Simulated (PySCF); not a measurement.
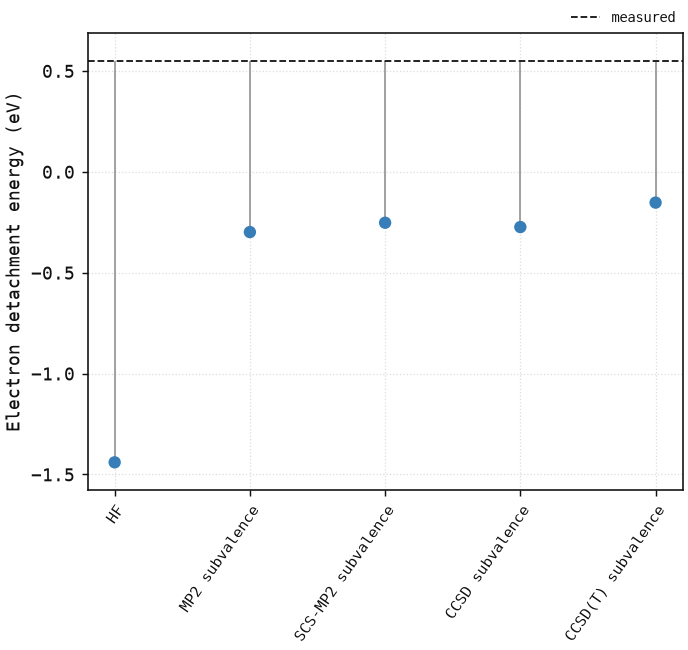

The electron detachment energy of Tc⁻ ([Kr] 4d⁶ 5s² → [Kr] 4d⁵ 5s²) across levels of theory. PySCF, def2-TZVPPD with a 28-electron core potential, unrestricted single determinants, no spin-orbit coupling. Methods marked “subvalence” freeze no core electrons.

Q: How do the methods compare?

A: The values run from −1.44 eV (HF) to −0.15 eV (CCSD(T) subvalence). The measured value is 0.55 eV; nearest to it come CCSD(T) subvalence (−0.70) and SCS-MP2 subvalence (−0.80), furthest HF (−1.99 eV).

```tsv
Method	Electron detachment energy (eV)
HF	−1.44
MP2 subvalence	−0.30
SCS-MP2 subvalence	−0.25
CCSD subvalence	−0.27
CCSD(T) subvalence	−0.15
```

Limits of the model: spin-orbit shift not estimated.
